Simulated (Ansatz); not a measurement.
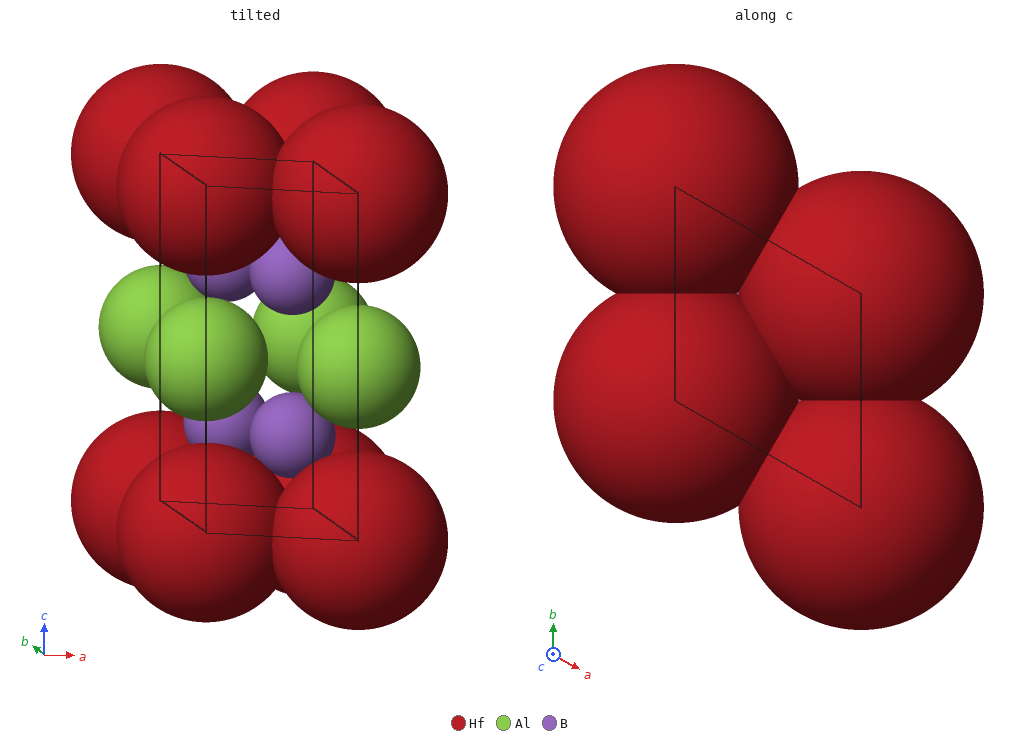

We look at a space-filling model of the crystal slightly off an axis and along the c axis. The edges of the conventional unit cell are marked.

HfAlB₄, space group P6/mmm (No. 191), a = 3.052 Å, b = 3.052 Å, c = 6.923 Å, α = 90.00°, β = 90.00°, γ = 120.00°. Origin of the cell: a structure type filled with these elements by a generator (whether the compound takes this form wasn't checked). Earlier steps of the study may have refined or changed the cell and positions. It was run through Ansatz as a DFT input.

This one geometry was computed with Ansatz (DFT, plane waves, PAW) at four levels of theory: PBE, r2SCAN, PBE with spin-orbit coupling and LDA.

Which level gives the highest pressure at this volume, and what does that say about its equilibrium volume?

Answer. Highest: PBE (0.0 GPa) and PBE with spin-orbit coupling (-0.2 GPa), which points to the largest equilibrium volume. Lowest, with the smallest volume: LDA (-9.5 GPa). Levels within 0.5 GPa of each other can't be told apart.

How does the band gap change with the level of theory?

Answer. All levels give a metal.

Collect the results in a table.

Answer.
| level | cutoff (eV) | k-mesh of the run's cell | gap (eV) | pressure (GPa) |
| --- | --- | --- | --- | --- |
| PBE | 420 | 12×12×6 | metal | 0.0 |
| r2SCAN | 500 | 12×12×6 | metal | -2.3 |
| PBE with spin-orbit coupling | 420 | 12×12×6 | metal | -0.2 |
| LDA | 420 | 12×12×6 | metal | -9.5 |

Gaps are taken on the k-mesh or band path of each run.
